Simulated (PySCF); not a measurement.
## A study: C₃H₄Cl, doublet, SMILES `[CH]=CCCl`

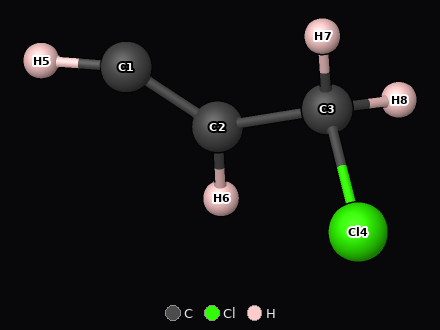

The molecule, with its atoms numbered as below. No frequency check shows the geometry to be a minimum.

Cartesian coordinates (Å):

```
C1       2.2212    0.2738    0.3364
C2       1.1961    0.0053   -0.4022
C3       0.0038   -0.7793    0.0514
Cl4     -1.4534    0.2713    0.0473
H5       3.1570    0.7746    0.2802
H6       1.1054    0.3620   -1.4359
H7       0.1306   -1.1459    1.0683
H8      -0.2115   -1.6025   -0.6300
```

## 1. Bonding charge

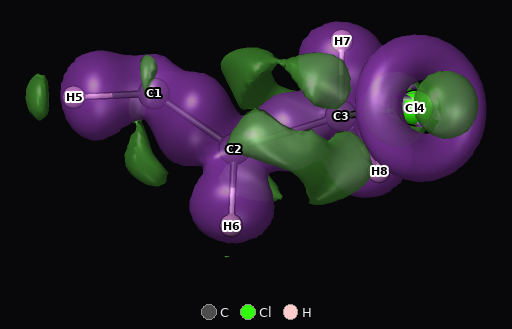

Deformation density (molecule less spherical, spin-averaged free atoms at the same positions), surfaces at ±0.08 e/Å³; purple: gain, green: loss.

PySCF calculation, HF/def2-SVP, gas phase; geometry: GFN2-xTB. The stability of the open-shell solution wasn't checked. GFN2-xTB doesn't know the spin state, so this open-shell geometry is rough.

> How much density has each bond gained at its critical point, relative to the free atoms?

C1–C2: +0.87 e/Å³ at the bond critical point (bond length 1.29 Å, Mayer order 1.7). C3–H7: +0.77 e/Å³ at the bond critical point (bond length 1.09 Å, Mayer order 1.0). C3–H8: +0.76 e/Å³ at the bond critical point (bond length 1.09 Å, Mayer order 1.0). C1–H5: +0.74 e/Å³ at the bond critical point (bond length 1.06 Å, Mayer order 1.0). C2–H6: +0.68 e/Å³ at the bond critical point (bond length 1.10 Å, Mayer order 0.9). C2–C3: +0.60 e/Å³ at the bond critical point (bond length 1.50 Å, Mayer order 1.0). C3–Cl4: +0.15 e/Å³ at the bond critical point (bond length 1.80 Å, Mayer order 0.9). In all, 1.9 electrons gather in the regions of gain relative to the promolecule.

> Where do the Hirshfeld charges lie?

The highest Hirshfeld charge is on H5 (+0.07 e), the lowest on Cl4 (−0.10 e).

```csv
atom,charge (e)
C1,−0.06
C2,−0.07
C3,−0.01
Cl4,−0.10
H5,+0.07
H6,+0.06
H7,+0.06
H8,+0.06
```

## 2. Bond critical points

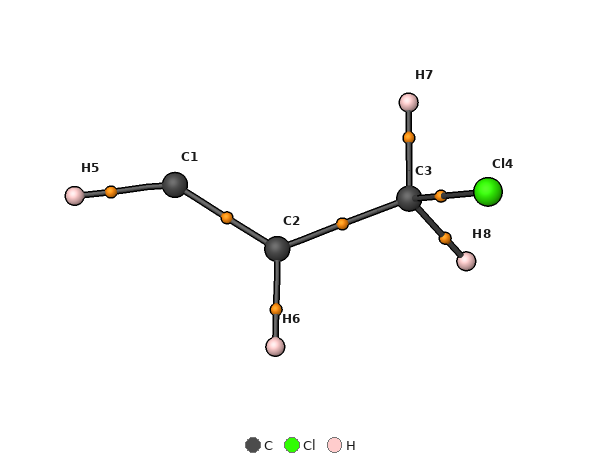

Molecular graph of the electron density (QTAIM): bond paths, bond critical points (orange), ring points (yellow, if any); weak paths are dashed.

> How many critical points of each kind are there, and does the count close?

8 nuclei, 7 bond, 0 ring and 0 cage critical points: 8 − 7 + 0 − 0 = 1, as the Poincaré–Hopf relation requires.

> Give the properties at the bond critical points.

```tsv
bond	length (Å)	ρ (a.u.)	∇²ρ (a.u.)	ε	H (a.u.)
C1–C2	1.292	0.369	−1.13	0.40	−0.441
C1–H5	1.063	0.294	−1.21	0.01	−0.342
C3–H7	1.088	0.293	−1.18	0.03	−0.330
C3–H8	1.090	0.291	−1.16	0.03	−0.327
C2–H6	1.097	0.277	−1.05	0.02	−0.301
C2–C3	1.498	0.269	−0.73	0.03	−0.236
C3–Cl4	1.796	0.176	−0.24	0.01	−0.116
```

> What kind of interaction is C3–Cl4?

Shared-shell (covalent): ρ = 0.176, ∇²ρ = −0.24, H = −0.116 a.u.

## 3. Local ionisation energy

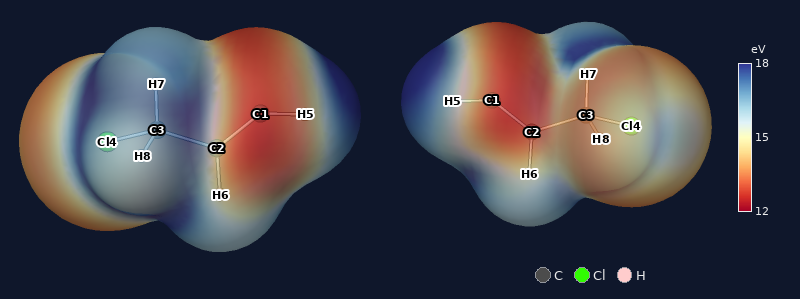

Average local ionisation energy on the surface of electron density 0.001 a.u. (back view left, front view right).

> Where are the most loosely bound electrons on this surface?

The lowest value is 12.3 eV, off the C1–C2 bond (2.1 to 2.2 Å from its atoms). Further minima include 13.5 eV, 2.1 Å from Cl4; 13.5 eV, 2.1 Å from Cl4; 13.5 eV, 2.1 Å from Cl4. For comparison, the highest occupied orbital lies at −10.7 eV.

## 4. Spin density

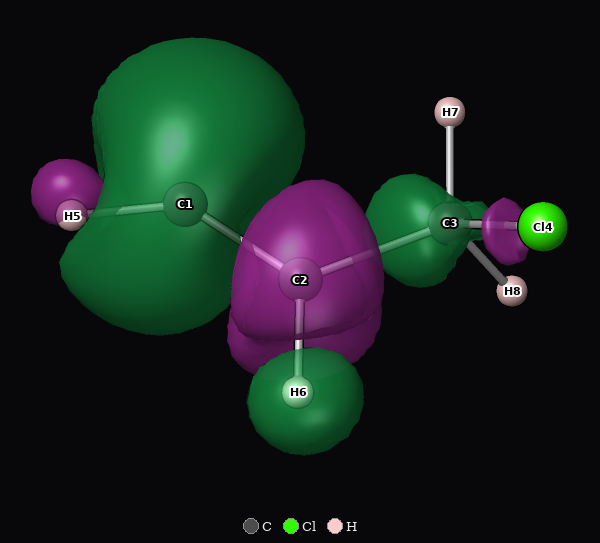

Spin density ρα − ρβ at ±0.03 e/Å³ (green: excess α, purple: excess β).

> Give the atomic spin populations that go with this picture.

Hirshfeld spin populations: C1 +1.10 and H5 +0.07. Spin polarisation leaves negative spin on C2 (−0.20) and Cl4 (−0.03). ⟨S²⟩ = 0.93, against 0.75 for a pure state. The picture also shows regions of β spin from spin polarisation; the Hirshfeld sums, whose atoms overlap, net them against the α spin of neighbours.

## 5. In an electric field

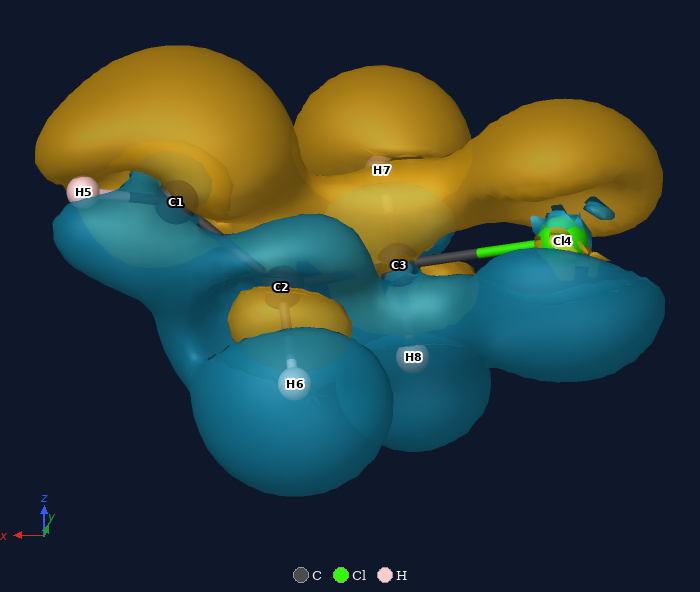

Change of the electron density in a uniform field of 0.21 V/Å, surfaces at ±0.001 e/Å³ (yellow: gain, teal: loss).

Computed with PySCF, PBE0/cc-pVDZ, geometry: GFN2-xTB. A basis without diffuse functions makes polarisabilities too small. The stability of the open-shell solution wasn't checked. GFN2-xTB doesn't know the spin state, so this open-shell geometry is rough.

> Along which Cartesian direction does the field point?

Along −z: electrons gather on the +z side, against the field.

> What dipole is induced, and what polarisability does it imply?

The induced dipole is 0.33 D (along the field); α along this axis, from the fields in both directions, is 33 bohr³ (4.8 Å³).

> Which atoms gain and lose the most charge?

Electrons gather most on C1 (Hirshfeld charge changes by −0.009 e) and leave H6 most (+0.009 e); 0.038 electrons are displaced in all.

## 6. Removing or adding an electron

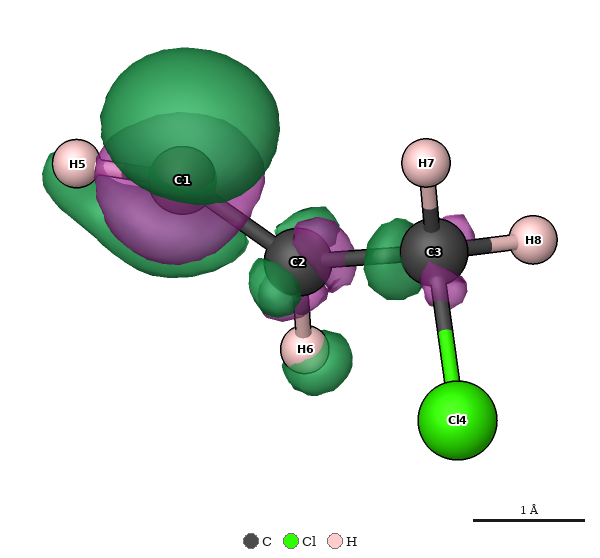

Fukui function f⁺ = ρ(N+1) − ρ(N) at fixed geometry, surfaces at ±0.06 e/Å³ (green positive, purple negative).

PySCF calculation, ωB97X/cc-pVTZ, gas phase; geometry: GFN2-xTB. GFN2-xTB doesn't know the spin state, so this open-shell geometry is rough.

> On which atoms does the density change most on addition of an electron?

f⁺ (Hirshfeld-condensed) is largest on C1 (0.39); the vertical electron affinity is 0.36 eV (to the singlet anion, which needn't be its lowest state; rough: the basis has no diffuse functions). Condensed values hint at sites of nucleophilic attack but needn't mark the atom that reacts. Orbital relaxation makes it negative in places (0.25 e in all).

The PySCF runs shown took 2 s, 29 s and 91 s on 1 thread of Arm Neoverse V2 (shared host).
